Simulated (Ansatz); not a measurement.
Al2InN3 (Cmc2_1), computed twice by G0W0.

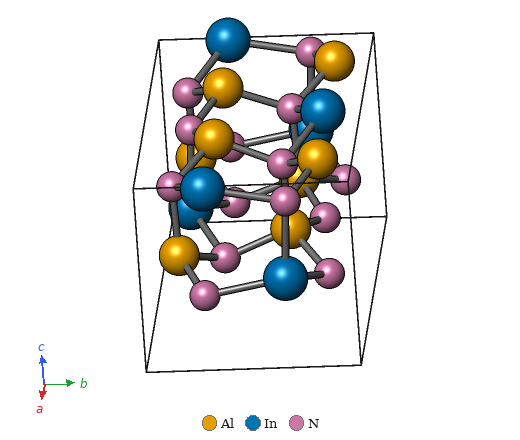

The structure (aluminium orange, indium blue, nitrogen pink). Some periodic images of atoms are drawn too.

```yaml
crystal:
  lattice:
    - [4.88002, -2.80552, 0.00000]
    - [4.88002, 2.80552, 0.00000]
    - [0.00000, 0.00000, 5.19946]
  atoms:
    - { symbol: Al, position: [0.00854, 0.33490, 0.99163] }
    - { symbol: Al, position: [0.66510, 0.99146, 0.99163] }
    - { symbol: Al, position: [0.99146, 0.66510, 0.49163] }
    - { symbol: Al, position: [0.33490, 0.00854, 0.49163] }
    - { symbol: In, position: [0.32192, 0.67808, 0.98638] }
    - { symbol: In, position: [0.67808, 0.32192, 0.48638] }
    - { symbol: N, position: [0.03698, 0.33358, 0.35580] }
    - { symbol: N, position: [0.66642, 0.96302, 0.35580] }
    - { symbol: N, position: [0.96302, 0.66642, 0.85580] }
    - { symbol: N, position: [0.33358, 0.03698, 0.85580] }
    - { symbol: N, position: [0.29809, 0.70191, 0.40676] }
    - { symbol: N, position: [0.70191, 0.29809, 0.90676] }
```

The cell and positions are those that the Materials Project relaxed with its own functionals (PBE, PBE+U or r2SCAN), kept fixed.

The first (Ansatz 0.2.0; start PBE, 6×6×4 mesh, 780 empty bands, screening to 180 eV, PAW set soft_1 files; 1 × NVIDIA H100 80GB HBM3 (shared by 6 runs) with 2 threads of AMD EPYC 7R13 (Zen 3), shared host) gave, on its mesh: starting gap 2.29 eV, G0W0 gap 3.52 eV, RPA ε∞ (mean) 5.17, 6.2 min.

Question: The second changes empty bands from 780 to 128 and screening cutoff (eV) from 180.0 to 54. What does it give?

It gave: starting gap 2.29 eV, G0W0 gap 3.23 eV, RPA ε∞ (mean) 5.32, 98 s. The G0W0 gap moves by −0.29 eV, +0.00 eV from the start and −0.29 eV from the correction. Σc changes by +0.75 eV at the valence top and +0.45 eV at the conduction bottom, and Σx − Vxc between them by +0.00 eV.

Limits: not at the basis limit; no spin-orbit coupling.

[Paths, hosts, dates, memory and timing lines, banners, echoed tables and standing remarks are left out of the program output.]

[Logs are printed without paths, hosts, clocks, repeated set-up lines and the standing remarks that a program may print on its own settings, such as how far it seeks lower states.]

[Runs of the session that timed out or met a known fault of the program may be left out.]

[Cells called generated may have been cut or substituted from an entry of the Crystallography Open Database or the Materials Project.]

[Hosts, paths, dates, database ids (printed as entryN), source tags and the programs' standing remarks are cut or masked in the printed files.]
